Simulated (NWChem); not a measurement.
# CsF (SMILES [F][Cs]): levels of theory compared

Aim: a comparison of 6 runs (BLYP/def2-TZVPP, M06-L/def2-TZVPP, SVWN5/def2-TZVPP, TPSS/def2-TZVPP, r2SCAN/def2-TZVPP, MP2/def2-SVPD) of CsF. 

Program for the calculation: NWChem 7.3.0.

3 further runs of the same task are left out: 1 that didn't finish, 2 set aside as unsound or not needed.

## 1. Starting point

CsF has 2 atoms, charge 0, and is taken as a singlet. As SMILES, `[F][Cs]`. The bond length is the measured one.

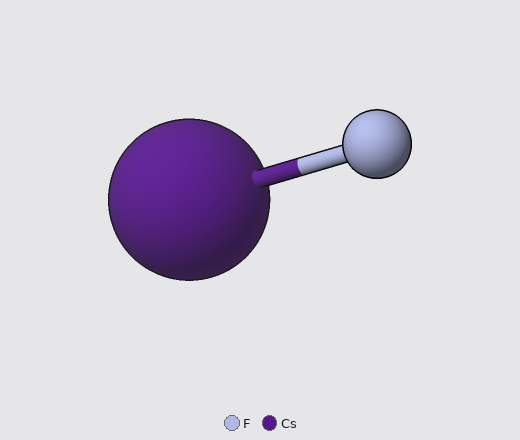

The structure, seen from a chosen angle (fluorine light blue, caesium purple).

## 2. Energy and forces at BLYP/def2-TZVPP (core potential) (run 1)

The input, csf.nw:

```
start csf
memory stack 880 mb heap 220 mb global 1100 mb

geometry units au noautosym nocenter noautoz
 F      0.00000000     0.00000000     0.00000000
 Cs     0.00000000     0.00000000     4.43207106
end

basis "ao basis" spherical bse
 F library def2-TZVPP
 Cs library def2-TZVPP
end

ecp bse
 Cs library def2-TZVPP
end

dft
 xc becke88 lyp
 grid xfine
 convergence energy 1e-08
 iterations 100
 mulliken
end

task dft gradient
```

Run with:

```bash
$ nwchem csf.nw > csf.out
```

The log of the run:

```text
[...]
          Wavefunction type:  closed shell.
          No. of atoms     :     2
          No. of electrons :    18
[...]
          Charge           :     0
          Spin multiplicity:     1
[...]
          AO basis - number of functions:    67
[...]
              XC Information
              --------------
                    Becke 1988 Exchange Functional  1.000
              Lee-Yang-Parr Correlation Functional  1.000
[...]
 d= 0,ls=0.0,diis     1   -119.9256523698 -1.38D+02  6.06D-02  1.09D+00     0.8
[...]
 d= 0,ls=0.5,diis    38   -120.0610298485 -9.92D-09  1.72D-06  1.45D-08    31.5
         Total DFT energy =     -120.061029854838
      One electron energy =     -211.273052411707
           Coulomb energy =       86.650127496324
    Exchange-Corr. energy =      -13.713985200274
 Nuclear repulsion energy =       18.275880260819
[...]
      Total Density - Mulliken Population Analysis
     ---------------------------------------------
    Atom       Charge   Shell Charges
 -----------   ------   -------------------------------------------------------
    1 F    9     9.68   0.77  1.20  0.63  0.91  0.47  2.29  2.00  1.41  0.00  0.00  0.00
    2 Cs   9     8.32  -0.33  1.67  0.67  0.02 -0.00  5.34  0.65  0.03  0.13  0.12  0.01  0.01
[...]
  wavefunction    = closed shell
                         DFT ENERGY GRADIENTS
    atom               coordinates                        gradient
                 x          y          z           x          y          z
   1 F       0.000000   0.000000   0.000000   -0.000000  -0.000000   0.007545
   2 Cs      0.000000   0.000000   4.432071    0.000000   0.000000  -0.007545
[...]
```

Run time: 35 s. Hardware: 1 thread of Intel Xeon Platinum 8488C (Sapphire Rapids), shared host; peak memory 0.12 GiB.

## 3. Energy and gradient at M06-L/def2-TZVPP (core potential) (run 2)

The input, a.nw:

```
START a
memory stack 880 mb heap 220 mb global 1100 mb

GEOMETRY units bohr noautosym nocenter noautoz
  F      0.00000000     0.00000000     0.00000000
  Cs     0.00000000     0.00000000     4.43207106
END

BASIS spherical bse
  * library def2-TZVPP
END

ECP bse
  Cs library def2-TZVPP
END

DFT
  xc m06-l
  grid xfine
  convergence energy 1e-08
  maxiter 100
  mulliken
  print medium
END

TASK dft gradient
```

Run with:

```bash
$ nwchem a.nw > a.out
```

The log of the run:

```text
[...]
          Wavefunction type:  closed shell.
          No. of atoms     :     2
          No. of electrons :    18
[...]
          Charge           :     0
          Spin multiplicity:     1
[...]
          AO basis - number of functions:    67
[...]
              XC Information
              --------------
                        M06-L Method XC Functional
                         M06-L Exchange Functional  1.000
                       M06-L Correlation Potential  1.000
[...]
 d= 0,ls=0.0,diis     1   -119.9652510701 -1.38D+02  5.86D-02  9.38D-01     1.1
[...]
 d= 0,ls=0.5,diis    39   -120.0760187595 -9.81D-09  2.04D-06  9.71D-09    42.9
         Total DFT energy =     -120.076018765001
      One electron energy =     -211.504318547184
           Coulomb energy =       86.922915196317
    Exchange-Corr. energy =      -13.770495674953
 Nuclear repulsion energy =       18.275880260819
[...]
      Total Density - Mulliken Population Analysis
     ---------------------------------------------
    Atom       Charge   Shell Charges
 -----------   ------   -------------------------------------------------------
    1 F    9     9.74   0.77  1.20  0.63  0.95  0.43  2.25  2.11  1.41  0.00  0.00  0.00
    2 Cs   9     8.26  -0.32  1.60  0.74  0.00 -0.00  5.41  0.59  0.01  0.13  0.08  0.01  0.01
[...]
  wavefunction    = closed shell
                         DFT ENERGY GRADIENTS
    atom               coordinates                        gradient
                 x          y          z           x          y          z
   1 F       0.000000   0.000000   0.000000    0.000000  -0.000000   0.005651
   2 Cs      0.000000   0.000000   4.432071   -0.000000   0.000000  -0.005651
[...]
```

Wall time 48 s (1 thread of Intel Xeon Platinum 8488C (Sapphire Rapids), shared host); peak memory 0.12 GiB.

Run 3 isn't shown in full; the table further down has it.

## 4. Energy and forces at TPSS/def2-TZVPP (core potential) (run 4)

The input, run.py:

```python
from ase import Atoms
from ase.calculators.nwchem import NWChem

mol = Atoms(['F', 'Cs'], positions=[
    [0.000000, 0.000000, 0.000000],
    [0.000000, 0.000000, 2.345351],
])

calc = NWChem(
    label='run',
    theory='dft',
    memory='2200 mb',
    basis='def2-TZVPP',
    basispar='spherical bse',
    dft={'xc': 'xtpss03 ctpss03', 'mult': '1', 'grid': 'xfine', 'convergence': 'energy 1e-08', 'iterations': '100', 'mulliken': None},
    **{'ecp bse': {'Cs library': 'def2-TZVPP'}},
)
mol.calc = calc

forces = mol.get_forces()
print(f"energy = {mol.get_potential_energy():.6f} eV")
print("forces (eV/A):")
for s, f in zip(mol.symbols, forces):
    print(f"{s:2s} {f[0]:10.5f} {f[1]:10.5f} {f[2]:10.5f}")
print("dipole (e A):", mol.get_dipole_moment().round(4))
```

Run with:

```bash
$ export ASE_NWCHEM_COMMAND="nwchem PREFIX.nwi > PREFIX.nwo"
$ python run.py
```

The log of the run:

```text
energy = -3268.405713 eV
forces (eV/A):
F     0.00000   -0.00000   -0.20425
Cs   -0.00000    0.00000    0.20425
dipole (e A): [ 0.     -0.      1.5324]
```

The calculator wrote run.nwi:

```
title "run"

permanent_dir run

scratch_dir run

start run

geometry units angstrom nocenter noautosym noautoz
  F  0.0000000000000000e+00 0.0000000000000000e+00 0.0000000000000000e+00
  Cs 0.0000000000000000e+00 0.0000000000000000e+00 2.3453510000000000e+00
end

memory 2200 mb

basis spherical bse noprint
   * library def2-TZVPP
end

dft
  xc xtpss03 ctpss03
  mult 1
  grid xfine
  convergence energy 1e-08
  iterations 100
  mulliken
end
ecp bse
  Cs library def2-TZVPP
end

task dft gradient
```

run.nwo (excerpt; [...] marks lines left out):

```text
[...]
         Total DFT energy =     -120.111695517211
[...]
  wavefunction    = closed shell
                         DFT ENERGY GRADIENTS
    atom               coordinates                        gradient
                 x          y          z           x          y          z
   1 F       0.000000   0.000000   0.000000   -0.000000   0.000000   0.003972
   2 Cs      0.000000   0.000000   4.432071    0.000000  -0.000000  -0.003972
[...]
```

It took 46 s on 1 thread of Intel Xeon Platinum 8488C (Sapphire Rapids), shared host; peak memory 0.12 GiB.

Run 5 isn't shown in full; the table further down has it.

## 5. Energy and gradient at MP2/def2-SVPD (core potential) (run 6)

The input, m1.nw:

```
start m1
title "CsF"
memory total 2200 mb

geometry units angstrom noautosym nocenter noautoz
  F      0.000000     0.000000     0.000000
  Cs     0.000000     0.000000     2.345351
end

basis spherical bse
  F library def2-SVPD
  Cs library def2-SVPD
end

ecp bse
  Cs library def2-SVPD
end

scf
  thresh 1e-08
  maxiter 80
end

mp2
  freeze core 1
  tight
end

task mp2 gradient
```

Run with:

```bash
$ nwchem m1.nw > m1.out
```

The log of the run:

```text
[...]
  functions       =    50
[...]
  wavefunction    = RHF
[...]
         Total SCF energy =   -119.261123547104
      One-electron energy =   -211.416864801184
      Two-electron energy =     73.879859661527
 Nuclear repulsion energy =     18.275881592553
        Time for solution =      0.9s
[...]
          Total MP2 energy          -119.519757473877
[...]
                         mp2 ENERGY GRADIENTS
    atom               coordinates                        gradient
                 x          y          z           x          y          z
   1 F       0.000000   0.000000   0.000000    0.000000   0.000000   0.023365
   2 Cs      0.000000   0.000000   4.432071   -0.000000  -0.000000  -0.023365
[...]
```

Run time: 3.6 s. Hardware: 1 thread of Intel Xeon Platinum 8488C (Sapphire Rapids), shared host; peak memory 0.12 GiB.

## 6. Overview of the runs

| run | level | core potential | integration grid | energy (Eh) | dipole moment (D) | HOMO energy (eV) | LUMO energy (eV) | wall time |
| --- | --- | --- | --- | --- | --- | --- | --- | --- |
| 1 | BLYP/def2-TZVPP (core potential) | def2-TZVPP | xfine | -120.061030 | 7.27 | -4.75 | -1.31 | 35 s |
| 2 | M06-L/def2-TZVPP (core potential) | def2-TZVPP | xfine | -120.076019 | 7.66 | -4.86 | -0.83 | 48 s |
| 3 | SVWN5/def2-TZVPP (core potential) | def2-TZVPP | xfine | -119.399972 | 7.23 | – | – | 15 s |
| 4 | TPSS/def2-TZVPP (core potential) | def2-TZVPP | xfine | -120.111696 | 7.36 | -4.86 | -1.14 | 46 s |
| 5 | r2SCAN/def2-TZVPP (core potential) | def2-TZVPP | xfine | -120.066845 | 7.52 | -5.03 | -0.64 | 42 s |
| 6 | MP2/def2-SVPD (core potential) | def2-SVPD | – | -119.519757 | 8.20 | -11.06 | -0.03 | 3.6 s |

## 7. Results

```
                                                      quantity          value
                                           run 6: total energy  -119.51976 Eh
run 6: dipole moment (of the density that the program reports)         8.20 D
                    run 6: HOMO energy (Hartree–Fock orbitals)      -11.06 eV
                    run 6: LUMO energy (Hartree–Fock orbitals)       -0.03 eV
                  run 6: HOMO–LUMO gap (Hartree–Fock orbitals)       11.03 eV
             run 6: correlation energy (1 core orbital frozen)     -258.6 mEh
                               run 6: largest force on an atom     1.201 eV/Å
```

What this shows: The dipole moment (its size) runs from 7.23 D (SVWN5/def2-TZVPP) to 8.20 D (MP2/def2-SVPD). The two ends differ in method and basis. Over runs 1, 2, 4, 5 the HOMO–LUMO gap runs from 3.44 eV (BLYP/def2-TZVPP) to 4.39 eV (r2SCAN/def2-TZVPP). Totals of different functionals can't be ranked against each other. All runs together took 3.2 min, the longest 48 s.
